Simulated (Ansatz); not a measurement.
```csv
atom,x (Å),y (Å),z (Å)
Ge,-0.1532,-0.0333,-0.0391
O,0.1849,-0.0206,1.6956
H,-0.5986,-0.0613,2.2568
O,1.4071,-0.4390,-0.7385
H,2.0732,-0.6039,-0.0588
H,-0.7137,1.2768,-0.5747
O,-1.3383,-1.2753,-0.4286
H,-0.9683,-2.1664,-0.4537
```

The calculation used RKS CAM-B3LYP/def2-SVP (Ansatz 0.2.0).

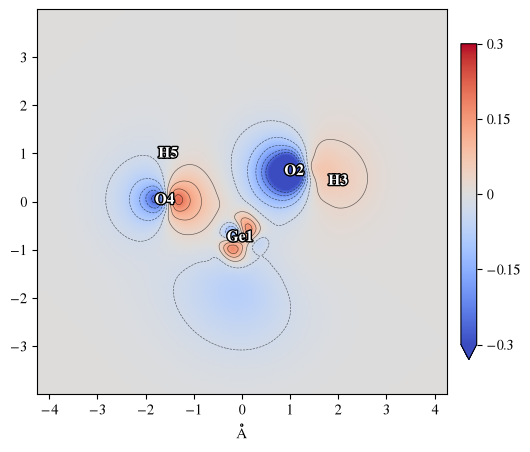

GeH4O3. The HOMO−1 on the plane of atoms Ge1, O4 and H5 (values in Å⁻³ᐟ²; the overall sign is arbitrary).

Q: What is the character of this orbital?

A: It lies mainly on O2 (about 50 %), O7 (about 25 %) and Ge1 (about 10 %); largely a combination of lone pairs on O2 and O7. Its energy is −10.22 eV.
